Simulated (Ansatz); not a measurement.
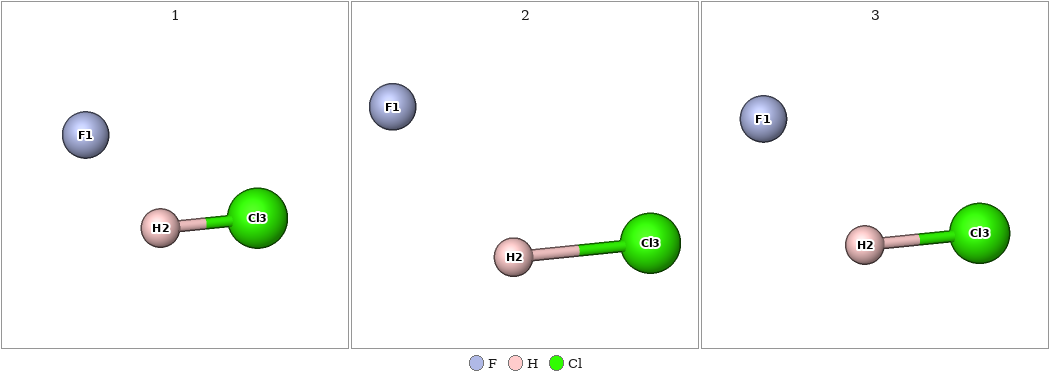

The system F⁻ + HCl. Coordinates scanned: (1) distance F1–H2; (2) distance H2–Cl3. Nothing is relaxed (the angle F1–H2–Cl3 is fixed at 120 degrees). The grid has 17 × 17 points. Energies are in kJ/mol, from the lowest grid point. The reference is spin-restricted, so regions where a bond is pulled apart into radicals lie too high. Method: RHF/aug-cc-pVTZ (Ansatz).

The numbered pictures are structures from this grid.

> Rank them by energy, lowest first.

3, at distance F1–H2 = 1.703 Å, distance H2–Cl3 = 1.336 Å: 172 kJ/mol; 2, at distance F1–H2 = 2.031 Å, distance H2–Cl3 = 1.593 Å: 252 kJ/mol; 1, at distance F1–H2 = 1.257 Å, distance H2–Cl3 = 1.129 Å: 393 kJ/mol.

The map, with the structures marked:

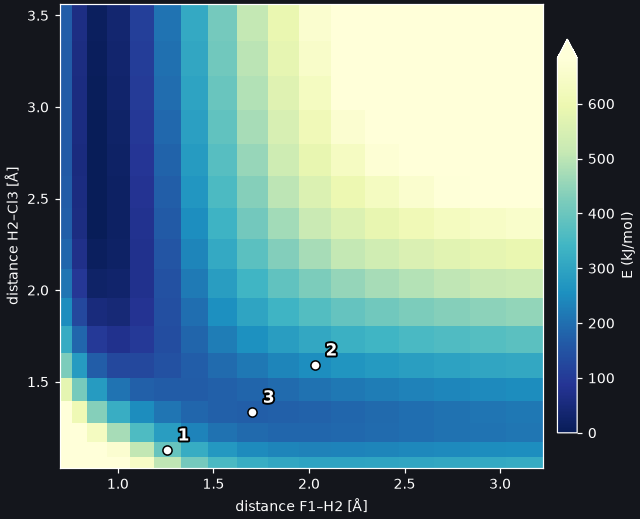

Drawn: one coloured cell a grid point, one colour for all values above the top of the scale.
